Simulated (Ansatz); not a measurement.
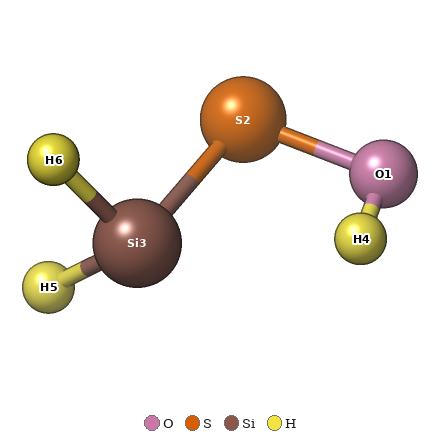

The system is H₃OSSi, SMILES OS[SiH2-], charge −1; the picture shows the reference structure. First axis: bond length O1–S2. Second axis: bond length O1–H4. Nothing is relaxed (all other coordinates rigid). Grid: 15 × 15 points. Points are written as (first, second). Energies are in eV, from the relaxed molecule at the same level. The reference is spin-restricted, which grows unreliable where a bond is stretched far. All numbers below come from Ansatz, RKS PBE-D4/def2-TZVPD.

Its coordinates:

```xyz
6

O    -1.2512   -1.6347   -0.3621
S     0.4072   -1.2455    0.1107
Si    0.2221    0.9376    0.0669
H    -1.6238   -0.7252   -0.4644
H     1.4381    1.3383   -0.7849
H     0.8076    1.3294    1.4338
```

Range: bond length O1–S2 from 1.450 to 2.652 Å; bond length O1–H4 from 0.850 to 1.383 Å.

**Predict the map.**

The lowest grid point is at (1.793 Å, 1.002 Å), 0.009 eV from the relaxed molecule at the same level. No other kind of well shows on this grid. The highest grid point, (2.652 Å, 1.383 Å), lies 2.94 eV above the lowest. Round the minimum the two coordinates are weakly coupled (coupling 0.06 in units of the two stiffnesses).

| bond length O1–H4 ↓, bond length O1–S2 → | 1.450 | 1.536 | 1.621 | 1.707 | 1.793 | 1.879 | 1.965 | 2.051 | 2.137 | 2.222 | 2.308 | 2.394 | 2.480 | 2.566 | 2.652 |
| --- | --- | --- | --- | --- | --- | --- | --- | --- | --- | --- | --- | --- | --- | --- | --- |
| 1.383 | 2.17 | 1.53 | 1.25 | 1.20 | 1.28 | 1.44 | 1.64 | 1.85 | 2.06 | 2.25 | 2.43 | 2.58 | 2.72 | 2.84 | 2.95 |
| 1.345 | 2.09 | 1.44 | 1.14 | 1.06 | 1.13 | 1.28 | 1.47 | 1.67 | 1.87 | 2.06 | 2.23 | 2.38 | 2.52 | 2.64 | 2.75 |
| 1.307 | 2.02 | 1.34 | 1.02 | 0.93 | 0.98 | 1.12 | 1.30 | 1.49 | 1.69 | 1.87 | 2.03 | 2.18 | 2.31 | 2.43 | 2.54 |
| 1.269 | 1.93 | 1.23 | 0.90 | 0.79 | 0.83 | 0.96 | 1.13 | 1.31 | 1.50 | 1.67 | 1.83 | 1.98 | 2.11 | 2.23 | 2.33 |
| 1.231 | 1.85 | 1.13 | 0.77 | 0.65 | 0.68 | 0.80 | 0.96 | 1.14 | 1.32 | 1.48 | 1.64 | 1.79 | 1.92 | 2.03 | 2.14 |
| 1.193 | 1.77 | 1.02 | 0.65 | 0.52 | 0.53 | 0.64 | 0.79 | 0.96 | 1.14 | 1.30 | 1.46 | 1.60 | 1.73 | 1.84 | 1.94 |
| 1.155 | 1.68 | 0.91 | 0.53 | 0.38 | 0.39 | 0.49 | 0.63 | 0.80 | 0.97 | 1.13 | 1.28 | 1.42 | 1.54 | 1.66 | 1.76 |
| 1.117 | 1.61 | 0.82 | 0.42 | 0.26 | 0.26 | 0.35 | 0.48 | 0.64 | 0.81 | 0.97 | 1.12 | 1.25 | 1.38 | 1.49 | 1.60 |
| 1.078 | 1.54 | 0.74 | 0.32 | 0.15 | 0.14 | 0.22 | 0.35 | 0.51 | 0.67 | 0.83 | 0.98 | 1.11 | 1.24 | 1.35 | 1.45 |
| 1.040 | 1.50 | 0.68 | 0.25 | 0.07 | 0.05 | 0.13 | 0.26 | 0.41 | 0.57 | 0.72 | 0.87 | 1.00 | 1.13 | 1.24 | 1.34 |
| 1.002 | 1.49 | 0.66 | 0.22 | 0.03 | 0.01 | 0.08 | 0.20 | 0.35 | 0.51 | 0.66 | 0.81 | 0.94 | 1.06 | 1.18 | 1.28 |
| 0.964 | 1.53 | 0.69 | 0.24 | 0.05 | 0.02 | 0.08 | 0.21 | 0.35 | 0.51 | 0.66 | 0.80 | 0.93 | 1.06 | 1.17 | 1.27 |
| 0.926 | 1.64 | 0.78 | 0.33 | 0.13 | 0.09 | 0.16 | 0.28 | 0.42 | 0.57 | 0.72 | 0.87 | 1.00 | 1.12 | 1.23 | 1.33 |
| 0.888 | 1.83 | 0.96 | 0.51 | 0.30 | 0.27 | 0.33 | 0.44 | 0.59 | 0.74 | 0.89 | 1.03 | 1.16 | 1.28 | 1.39 | 1.49 |
| 0.850 | 2.14 | 1.27 | 0.80 | 0.60 | 0.56 | 0.62 | 0.73 | 0.88 | 1.03 | 1.17 | 1.31 | 1.45 | 1.57 | 1.68 | 1.78 |

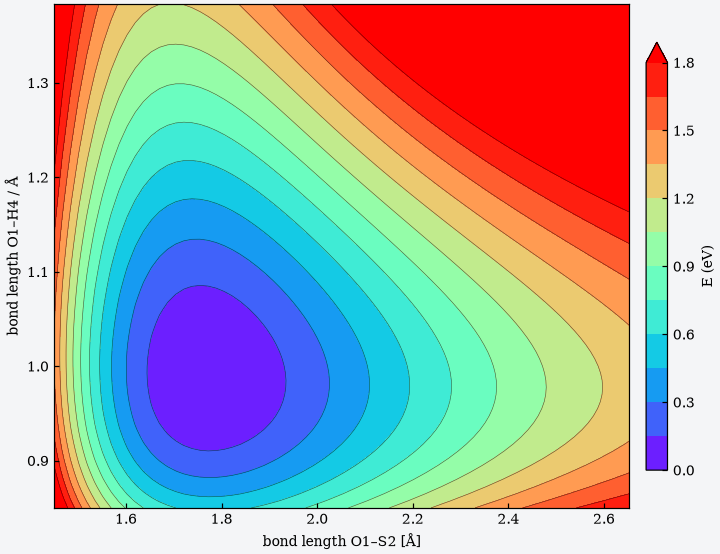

Drawn: filled contours, one colour for all values above the top of the scale. Between grid points the surface is interpolated.

The whole map (225 points run) took 16 min on 1 thread of Arm Neoverse V2, on a shared host.
